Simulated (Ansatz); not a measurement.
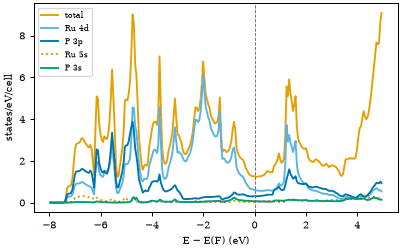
Figure: Total and projected density of states of CaP2Ru2 in space group I4/mmm (No. 139; Ca on 2a, P on 4e, Ru on 4d), r²SCAN (plane waves, PAW; program Ansatz)

Question: Which orbitals carry the states next to the Fermi level?

Answer: Within 0.5 eV of the Fermi level: Ru 4d 50 %, P 3p 23 %, outside the projected shells 16 %. Projections are on Löwdin-orthogonalised atomic valence shells; empty p or d shells of many metals are not among them.

Question: Where is the tallest occupied peak in this window, and what makes it?

Answer: Near -4.8 eV, about 9.0 states/eV per cell; the largest projected share is Ru 4d.

The workflow started from a Materials Project entry (that database holds measured and hypothetical structures alike); the Crystallography Open Database copy checked does not list it. Its standing as an ambient phase is unchecked. The r²SCAN relaxation kept the symmetry of its start; its stability against distortions is not shown here. The run is not spin-polarised. Scalar-relativistic: spin–orbit coupling is off unless named, which matters more the heavier the elements.

Potentials: the later of the program's two PAW sets.
